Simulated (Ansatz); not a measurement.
# H2Sn: the cost of one run

Program: Ansatz 0.2.0, Gaussian basis. Level of theory: the settings change from run to run. These are calculated values, not measurements.

15 further runs of the same task are left out: 9 that didn't finish, 6 set aside as unsound or not needed.

### 1 The geometry

The geometry derives from a PBE0/def2-TZVP stationary point (not a proven minimum). One angle is set to the value named; bond lengths are kept. No spin-orbit coupling is included. Elements past krypton take def2 core potentials.

3 atoms, charge 1, spin multiplicity 2.

Atoms are counted from 1 here; the program's logs count them from 0.

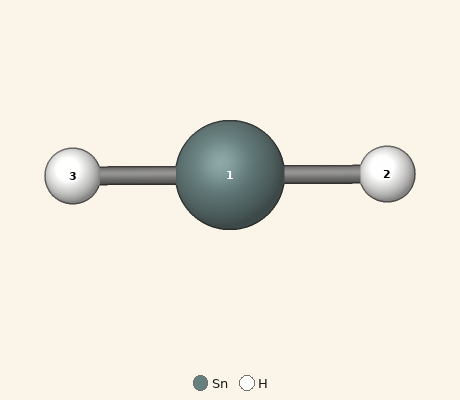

The structure; tin teal, hydrogen white; atoms are numbered from 1 in the order of the file.

### 2 CCSDT on UHF/def2-TZVP

in.yaml reads:

```yaml
crystal:
  periodic: [false, false, false]
  atoms:
    - {symbol: Sn, position_ang: [0.000000, 0.000000, 0.000000]}
    - {symbol: H, position_ang: [0.000000, 0.000000, -1.655400]}
    - {symbol: H, position_ang: [0.000000, 0.000000, 1.655400]}
basis:
  gaussian: {orbitals: def2-TZVP}
total_charge: 1
magnetization: {spin_polarized: true, initial_magnetization: 1}
correlation: {method: ccsdt, electrons: outside_noble_gas}
```

Started as:

```sh
$ ansatz run in.yaml --threads 1 --pin off --events-out ev --progress --plain --max-ram 2393MiB
```

**Question.** How long does this run take on 1 thread of AMD EPYC, shared host, and how much memory does it need?

About 18 s, with a peak of 0.33 GiB.
